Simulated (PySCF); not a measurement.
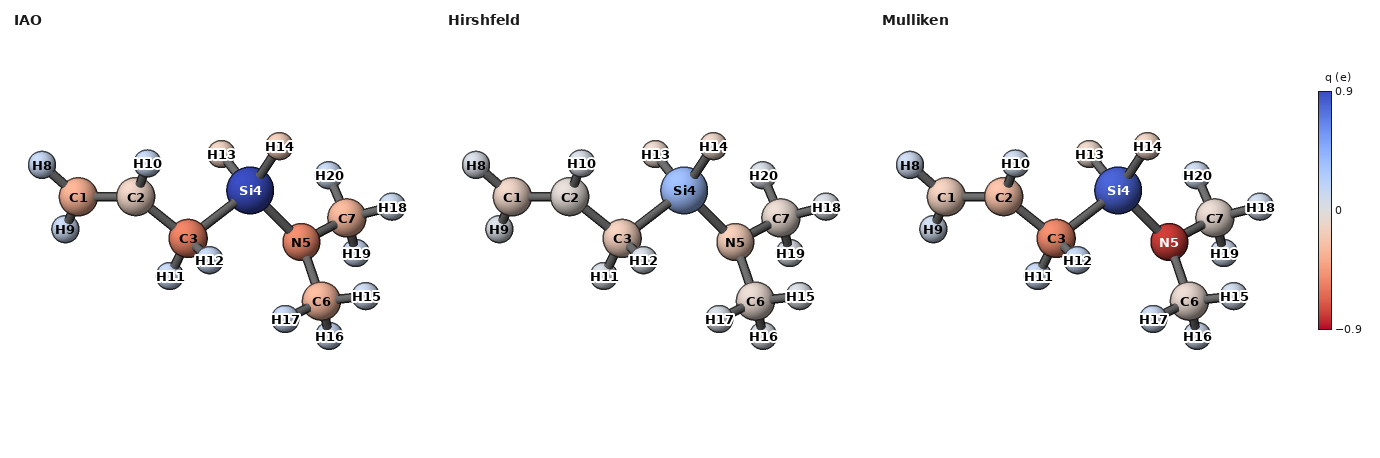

Atomic charges of one calculation by 3 schemes, on one colour scale. The geometry was computed by an optimisation with GFN2-xTB. No frequency run is at hand to confirm it as a minimum. Method: PBE0/pcSseg-1 (PySCF 2.14.0).

> Which scheme gives the most polar picture (largest mean size of the charges)?

The IAO charges are the largest in size here, and the Hirshfeld charges the smallest.

> On which atom do the schemes disagree most?

On N5 (from −0.79 to −0.18 e).

List the charges (e), one line for each set of equivalent atoms.

```csv
atom,IAO,Hirshfeld,Mulliken
C1,−0.34,−0.11,−0.15
C2,−0.12,−0.04,−0.25
C3,−0.55,−0.16,−0.51
Si4,0.90,0.36,0.80
N5,−0.51,−0.18,−0.79
C6,−0.29,−0.07,−0.08
C7,−0.30,−0.07,−0.07
H8,0.15,0.04,0.11
H9,0.14,0.04,0.10
H10,0.14,0.04,0.11
H11,0.15,0.04,0.14
H12,0.15,0.04,0.16
H13,−0.14,−0.09,−0.10
H14,−0.17,−0.10,−0.12
H15,0.12,0.03,0.09
H16,0.13,0.04,0.11
H17,0.14,0.04,0.12
H18,0.12,0.03,0.10
H19,0.13,0.04,0.11
H20,0.14,0.05,0.12
```

The geometry is semi-empirical. Around Si such bond lengths and angles can be off by a tenth of an ångström or more and by several degrees, and values that hang on the shape move with them.
